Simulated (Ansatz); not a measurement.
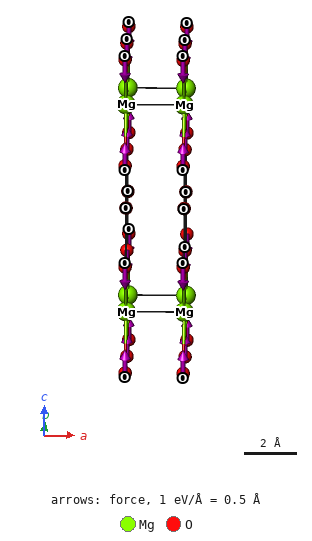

Starting geometry of a crystal of MgO$_{3}$ (a generated structure, set up in Pmmm) (coarse preliminary run) with the computed forces as purple arrows. A ball-and-stick model of the cell of the calculation, seen from a free direction.

Level of theory: DFT PBE, scalar-relativistic, plane waves, PAW (Ansatz).

Input
```yaml
crystal:
  lattice:
    - [2.27566509, 0.0, 0.0]
    - [0.0, 2.35000637, 0.0]
    - [0.0, 0.0, 8.4438435]
  atoms:
    - { symbol: Mg, position: [0.0, 0.0, 0.0] }
    - { symbol: O, position: [0.0, 0.5, 0.25604299] }
    - { symbol: O, position: [0.0, 0.0, 0.5] }
    - { symbol: O, position: [0.0, 0.5, 0.74395701] }
basis:
  ecutwfc: 420
kpoints:
  mp_grid: { grid: [8, 8, 2] }
hamiltonian:
  xc: pbe
scf:
  occupations: { method: gaussian, width: 0.1 }
  lower_state_search: "off"
output:
  forces: true
  stress: true
  eigenvalues: true
relax:
  adjacent_minimum: "off"
  f_tol: 0.04
  max_steps: 70
  cell: { stress_tol: 0.4 }
```

Run as
```bash
ansatz run input.yaml --threads 1 --pin off --max-ram 2048MiB --backend cpu --events-out ev --progress --plain --runs-dir out
```

Q: What follows when this structure is relaxed?

A: It isn't relaxed: the largest force vector, on O atoms, is 1.92 eV/Å. Measured relative to the changing cell, the final displacements run against the starting forces (cosine between the two patterns −1.00). The largest moves relative to the cell, 0.035 Å, are those of O2 and O4. O2 goes along +c. Mg stays in place. The drawn cell changes as follows: a 2.276 → 4.945 Å (+117.3 %), b 2.350 → 2.809 Å (+19.5 %), c 8.444 → 5.246 Å (−37.9 %); the volume changes by +61.4 %. Some distances before and after: Mg1–Mg1 2.276 → 4.945 Å, Mg1–O2 2.461 → 1.967 Å, Mg1–Mg1 (another image) 2.350 → 2.809 Å. Among the angles between lasting bonds that change: Mg1–O4–Mg1 57.0° → 91.1°, O2–Mg1–O4 123.0° → 88.9°, O2–Mg1–O2 57.0° → 91.1°. The space group stays Pmmm (No. 47). The energy falls by 1745 meV per atom in 36 accepted moves (48 points after the start). Largest force component: 1.9 eV/Å at the start, 0.0053 eV/Å at the end. The pressure goes from −2.64 to 0.13 GPa. The line search rejected the trial step at point 12 of the run. The SCF was repeated 11 times at an unchanged geometry on a basis and grid sized afresh for the cell, which shifted the energy by 124 meV per atom at most.
